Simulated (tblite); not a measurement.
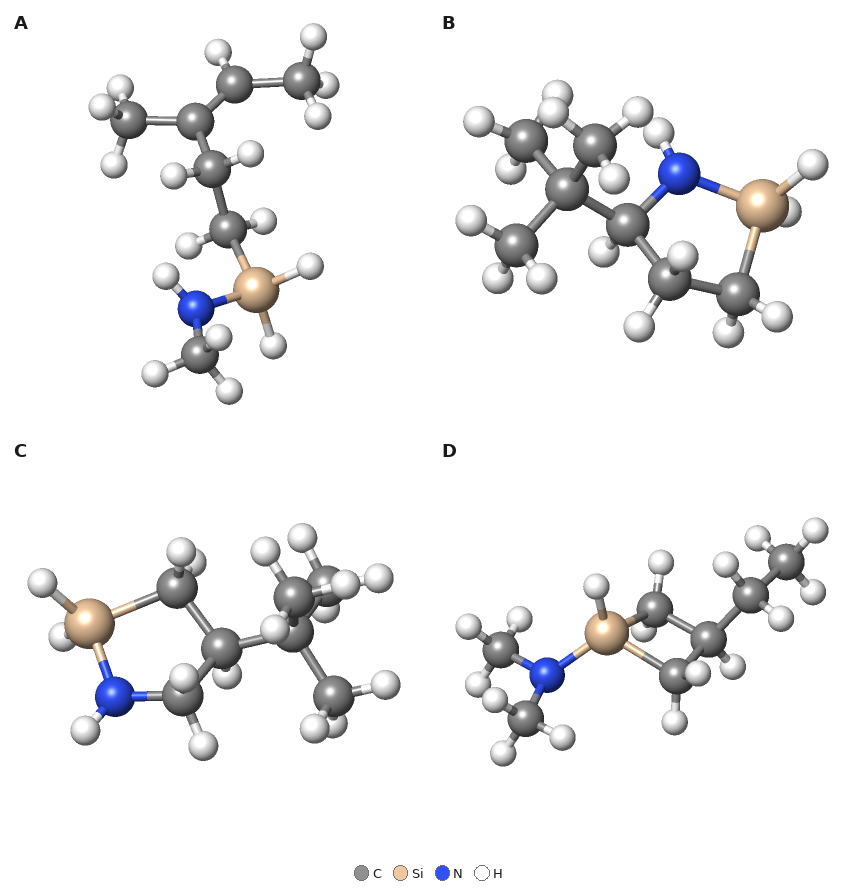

Source: calculation with tblite.

Question: Which panel belongs to which SMILES?
(1) CC[C@H]1C[Si@H](N(C)C)C1
(2) C/C=C(/C)CC[SiH2]NC
(3) CC(C)(C)[C@@H]1CC[SiH2]N1
(4) CC(C)(C)[C@H]1CN[SiH2]C1

Answer: A is (2), B is (3), C is (4), D is (1).
